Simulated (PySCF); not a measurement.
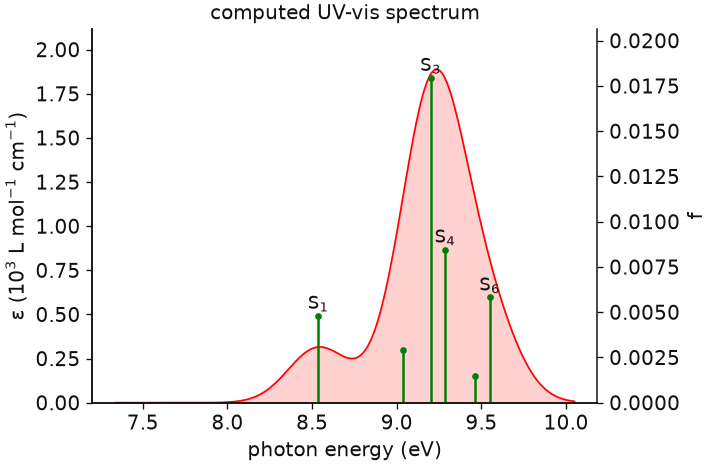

Vertical TDDFT excitations, PBE0/def2-SVPD, PySCF, at a GFN2-xTB geometry (no frequency check), gas phase. The lowest 6 singlet states are shown; each is broadened by a Gaussian of 1/e half-width 0.25 eV. Sticks give oscillator strengths (right axis).

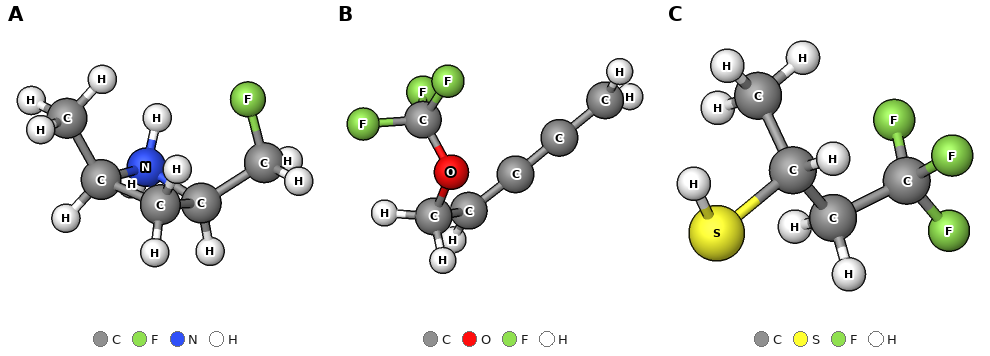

Which molecule gives this spectrum? Choose among the lettered structures. Charge and spin: A +1 singlet; B neutral singlet; C neutral singlet.

Answer. Structure A, C₅H₁₁FN⁺, SMILES C[C@@H]1C[C@H](CF)[NH2+]1. Its lowest singlet lies at 8.54 eV (f = 0.005) and the brightest of those computed is S3 at 9.20 eV (135 nm), f = 0.018, mainly HOMO−2 → LUMO (81 %).

Note: the tight-binding geometry is rougher than a DFT one and adds to the error; one conformer of a flexible molecule; core orbitals are frozen in the response.
